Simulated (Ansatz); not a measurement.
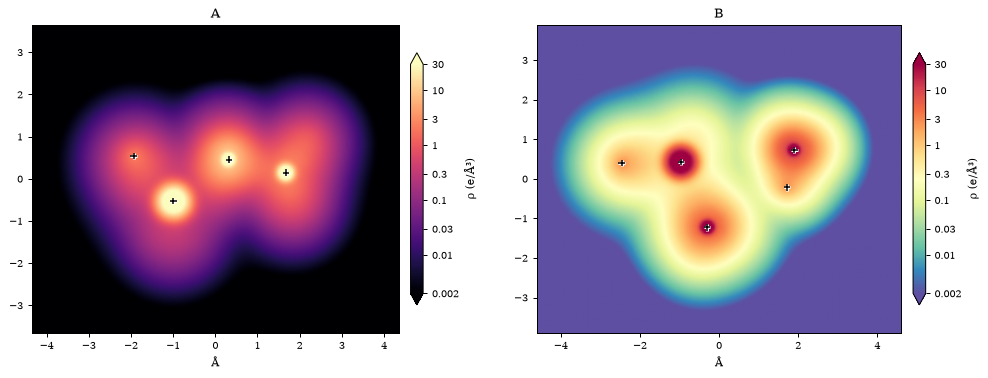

The total electron density of 2 systems, each on a plane through atoms (crosses mark nuclei in the plane).

Level of theory: RHF/def2-SVP in Ansatz 0.2.0.

System 1: CH5FOSi, the plane of atoms Si1, O2 and C3. Not at a stationary point (largest force 1.2 eV/Å).

```csv
atom,x (Å),y (Å),z (Å)
Si,0.3282,0.0354,-0.0931
O,0.6339,-0.1424,1.5105
C,-0.2439,-0.3690,2.5758
H,-1.0605,-1.0393,2.2896
H,0.3080,-0.8338,3.3925
H,-0.6724,0.5678,2.9407
H,1.7248,0.0819,-0.4586
H,-0.5107,1.1928,-0.4321
F,-0.4387,-1.2434,-0.6899
```

System 2: H5NSi···H2O, the plane of atoms H4, Si1 and N7. Not at a stationary point (largest force 1.2 eV/Å).

```xyz
10

Si    0.4029   -0.3759   -0.3452
O    -0.6297   -0.0383    2.3360
H    -1.4096   -0.4119    2.7242
H     0.8904   -0.4301   -1.7548
H     0.6614    0.9876    0.1438
H    -1.0225   -0.7513   -0.3846
N     1.2855   -1.5509    0.6777
H     1.1658   -2.5188    0.4351
H     2.2662   -1.3711    0.8029
H     0.0385   -0.7408    2.3741
```

### Match each panel to its system.

Panel A is system 1, CH5FOSi: the plane holds Si, O, C and H. C–O (1.40 Å): ρ is about 2.1 e/Å³ halfway, with its minimum of 1.7 e/Å³ about 0.5 Å from C. Panel B is system 2, H5NSi···H2O: the plane holds Si, O, H and N. Si1···O2 (2.89 Å): the density falls to about 0.08 e/Å³ on the way.
